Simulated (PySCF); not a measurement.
**Cl3Si, doublet, SMILES `Cl[Si](Cl)Cl`: what the electrons do**

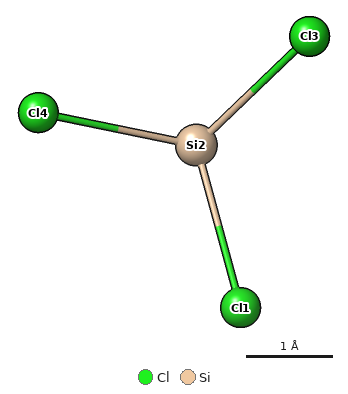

The molecule, with its atoms numbered as below. No frequency check shows the geometry to be a minimum.

Geometry (Å), atoms numbered from 1:

```
Cl1     -0.5053    1.8436    0.1441
Si2      0.0002   -0.0001   -0.5249
Cl3     -1.3440   -1.3593    0.1441
Cl4      1.8492   -0.4842    0.1441
```

## 1. Bonding charge

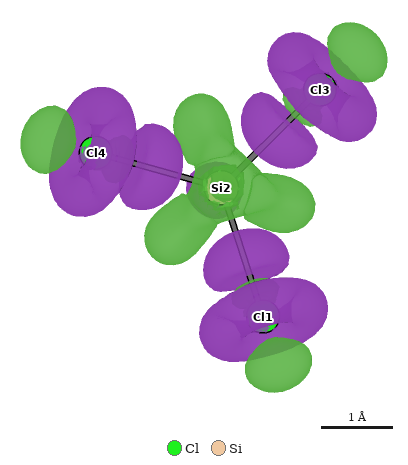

Deformation density (molecule less spherical, spin-averaged free atoms at the same positions), surfaces at ±0.04 e/Å³; purple: gain, green: loss.

PySCF calculation, M06-2X/def2-SVP, gas phase; geometry: GFN2-xTB. The stability of the open-shell solution wasn't checked. GFN2-xTB doesn't know the spin state, so this open-shell geometry is rough.

> How much density has each bond gained at its critical point, relative to the free atoms?

Si2–Cl4, Si2–Cl3 and Cl1–Si2: +0.05 e/Å³ at the bond critical point (bond length 2.02 Å, Mayer order 1.1); up to 0.6 Å beside the axis the gain reaches +0.17 e/Å³. In all, 0.8 electrons gather in the regions of gain relative to the promolecule. A small or negative value marks a very polar bond, one between electron-rich atoms, whose free-atom densities already overlap strongly, a long bond to a heavier atom, or a closed-shell contact such as a hydrogen bond.

## 2. Bond critical points

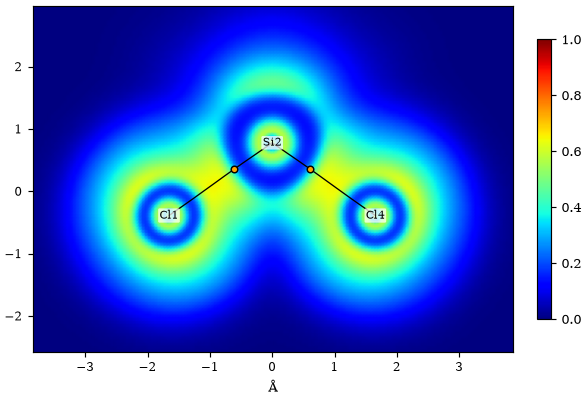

Localised orbital locator (LOL) in the plane of Cl1, Si2 and Cl4, with bond paths and bond critical points (dots).

> What values does LOL take at the bond critical points in this plane?

Si2–Cl4 and Cl1–Si2: about 0.33. Values above 0.5 mark slow, localised electrons, as in shared pairs; low values at a critical point mark a polar or closed-shell contact whose critical point lies between the shells.

> Where along Si2–Cl4 does the critical point lie?

0.74 Å from Si2 and 1.28 Å from Cl4.

## 3. Local ionisation energy

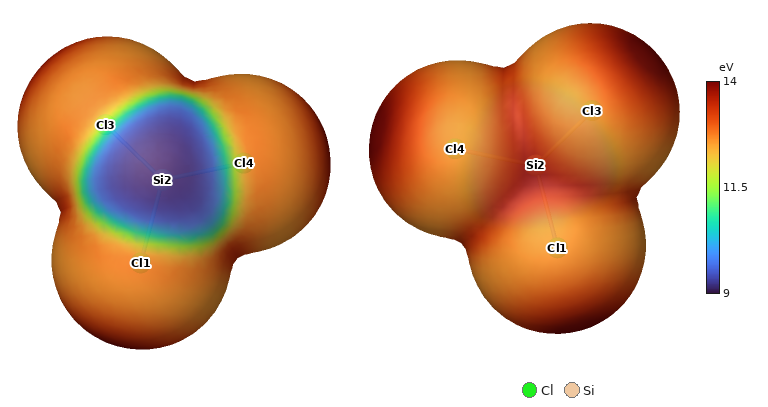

Average local ionisation energy on the surface of electron density 0.001 a.u. (back view left, front view right).

> Locate the minima of the map.

The lowest value is 9.2 eV, 2.4 Å from Si2. Further minima include 12.5 eV, 2.1 Å from Cl3, and at like points elsewhere. For comparison, the highest occupied orbital lies at −7.8 eV.

> What volume does the surface enclose, and what is the dipole moment?

About 114 Å³; the dipole moment is 0.8 D.

## 4. Spin density

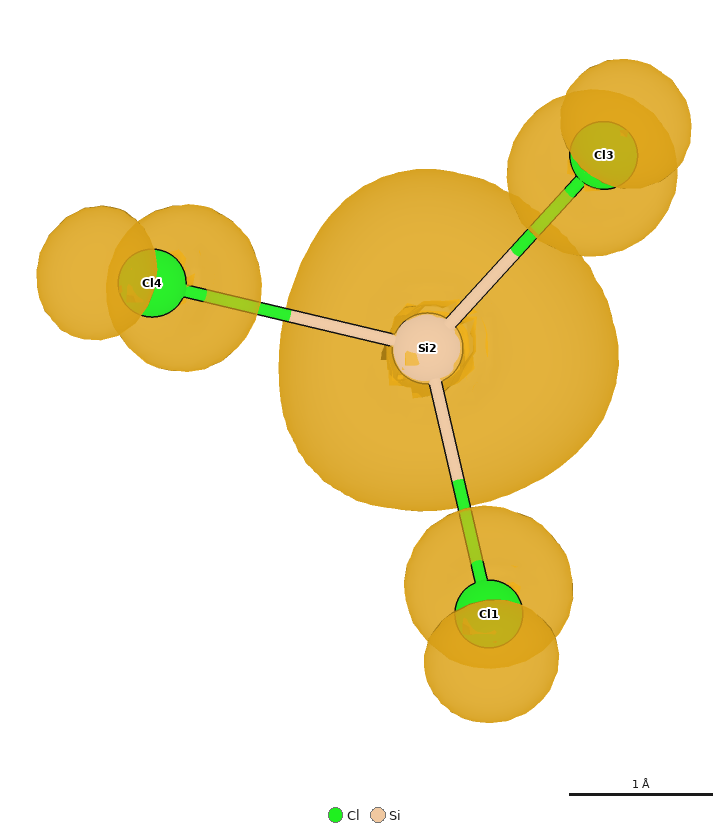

Spin density ρα − ρβ at ±0.03 e/Å³ (yellow: excess α, teal: excess β).

> Give the atomic spin populations that go with this picture.

Hirshfeld spin populations: Si2 +0.70 and Cl1, Cl3 and Cl4 +0.10. ⟨S²⟩ = 0.75, as for a pure state.

## 5. In an electric field

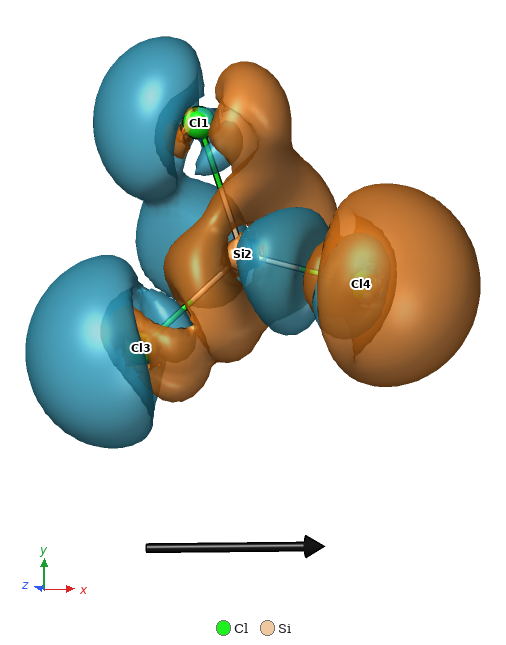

Change of the electron density in a uniform field of 0.26 V/Å along +x (arrow), surfaces at ±0.001 e/Å³ (light blue: gain, orange: loss).

Computed with PySCF, TPSSh/6-31G*, geometry: GFN2-xTB. A basis without diffuse functions makes polarisabilities too small. The stability of the open-shell solution wasn't checked. GFN2-xTB doesn't know the spin state, so this open-shell geometry is rough.

The field was applied in both directions; the picture shows the one opposite to the script's first.

> How large is the response?

The induced dipole is 0.73 D (along the field); α along this axis, from the fields in both directions, is 57 bohr³ (8.5 Å³).
